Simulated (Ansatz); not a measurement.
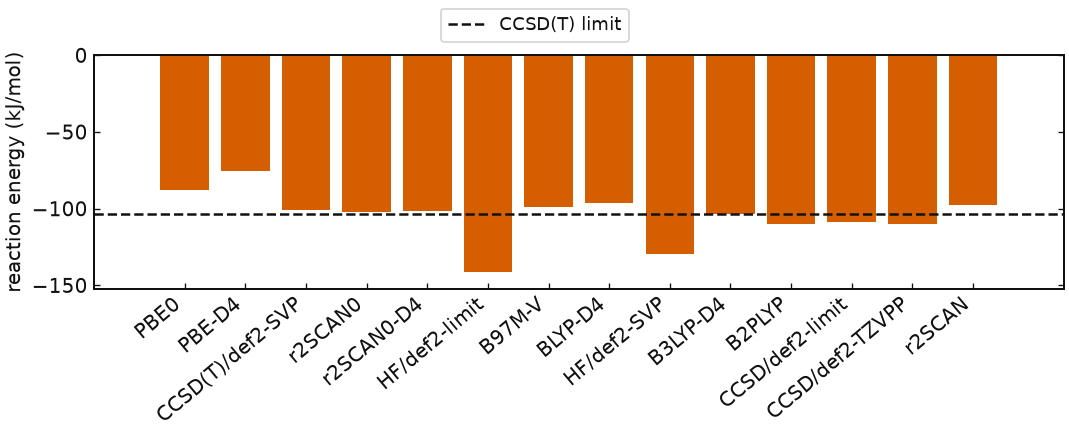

Electronic reaction energy of AlSi₂H₆OCl (O[SiH]([SiH3])[AlH][Cl]) + AlBH₄O ([BH2][AlH][OH]) → AlBSiH₆O ([BH2][AlH][O][SiH3]) + AlSiH₄OCl (O[SiH2][AlH][Cl]) (SMILES in brackets) at several levels (functionals in def2-TZVPP unless a basis is named), isolated molecules at PBE0-D4 triple-zeta geometries, minima by their frequencies, no zero-point or thermal terms, the Ansatz code 0.2.0. The line is frozen-core CCSD(T) at the basis limit (MP2 extrapolated from triple and quadruple zeta, plus CCSD(T) less MP2 in a smaller set). B2PLYP holds a correlation term that converges slowly with the basis, so part of the distance to the limit is basis error. No dispersion term is added to PBE0, r2SCAN0, B2PLYP and r2SCAN. The distance of CCSD(T)/def2-SVP, HF/def2-SVP and CCSD/def2-TZVPP to the limit includes basis error.

**Which level comes closest to the line (CCSD(T) limit), and which misses most?**

Closest B3LYP-D4 (−103.5 kJ/mol), against −103.6 kJ/mol; farthest HF/def2-limit (−141.0 kJ/mol).

**Give the values.**

```csv
level,kJ/mol,less CCSD(T) limit
PBE0,−88.1,15.5
PBE-D4,−75.8,27.9
CCSD(T)/def2-SVP,−100.7,3.0
r2SCAN0,−102.3,1.3
r2SCAN0-D4,−101.6,2.1
HF/def2-limit,−141.0,−37.4
B97M-V,−99.2,4.4
BLYP-D4,−96.3,7.3
HF/def2-SVP,−129.9,−26.2
B3LYP-D4,−103.5,0.2
B2PLYP,−110.1,−6.5
CCSD/def2-limit,−108.6,−5.0
CCSD/def2-TZVPP,−109.8,−6.2
r2SCAN,−97.5,6.1
CCSD(T) limit,−103.6,0.0
```

Known limits of this run: one conformer of each flexible molecule.
